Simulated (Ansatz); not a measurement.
```xyz
9

C    -0.5605    1.0338    0.2892
C     0.2046   -0.2589    0.5783
Mg    0.7248   -1.4153   -1.0773
Cl    1.2716   -2.6279   -2.8239
H    -1.5111    0.8451   -0.2184
H    -0.7979    1.5878    1.2049
H     0.0082    1.7149   -0.3508
H     1.1277   -0.0315    1.1254
H    -0.3790   -0.8942    1.2555
```

Geometry: PBE0-D4/def2-TZVP.

Theory: RKS PBE0-D4/def2-TZVPP in Ansatz 0.2.0.

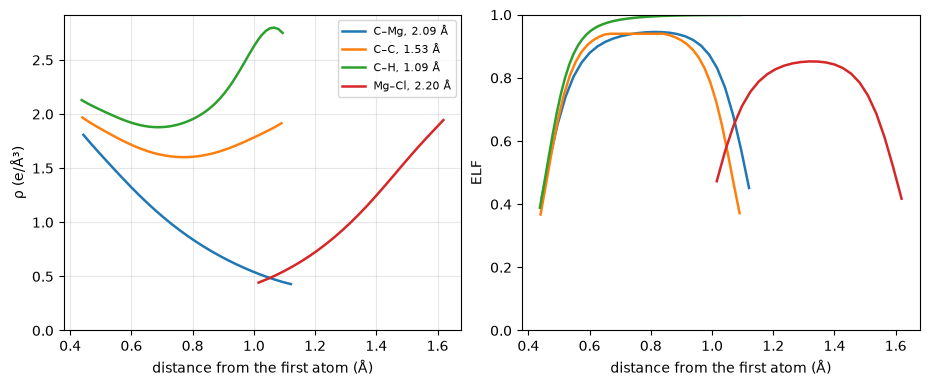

C2H5ClMg (SMILES C[CH2][Mg][Cl]). Electron density and electron localisation function along straight lines between neighbouring atoms. The curves leave out the atomic cores.

What can be read from the curves?

Answer. C–Mg (2.09 Å): ρ at the midpoint is about 0.49 e/Å³; the ELF peaks at about 0.95 in the valence shell of C, 0.8 Å from its nucleus, and is about 0.75 at the midpoint.
C–C (1.53 Å): ρ at the midpoint is about 1.6 e/Å³; the ELF peaks at about 0.95 between the atoms; localised, covalent bonding.
C–H (1.09 Å): ρ is about 2 e/Å³ halfway; the ELF climbs to about 1 towards the hydrogen, as it does in any bond to H; a covalent bond by its length.
Mg–Cl (2.20 Å): ρ is about 0.55 e/Å³ halfway; the ELF peaks at about 0.85 in the valence shell of Cl, 0.9 Å from its nucleus, and falls to about 0.05 next to Mg: a closed-shell, largely ionic contact.
